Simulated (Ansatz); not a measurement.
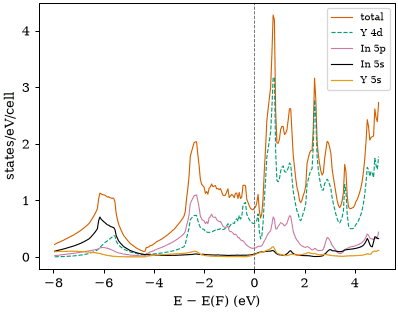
Figure: Total and projected density of states of YIn (CsCl type, Pm-3m), the program Ansatz at the r²SCAN level (PAW)

**Question.** Which orbitals carry the states next to the Fermi level?

**Answer.** Within 0.5 eV of the Fermi level: Y 4d 69 %, In 5p 20 %, In 5s 5 %. Projections are on Löwdin-orthogonalised atomic valence shells; empty p or d shells of many metals are not among them.

**Question.** Where is the tallest occupied peak in this window, and what makes it?

**Answer.** Near -2.3 eV, about 2.0 states/eV per cell; the largest projected share is In 5p.

The first step of the workflow began from a Materials Project structure, measured or hypothetical; the Crystallography Open Database files this formula in space group No. 221, but the cells were not matched. Its standing as an ambient phase is unchecked. The r²SCAN relaxation kept the symmetry of its start; its stability against distortions is not shown here. The run is not spin-polarised. Scalar-relativistic: spin–orbit coupling is off unless named, which matters more the heavier the elements.

Potentials: the earlier of the program's two PAW sets.
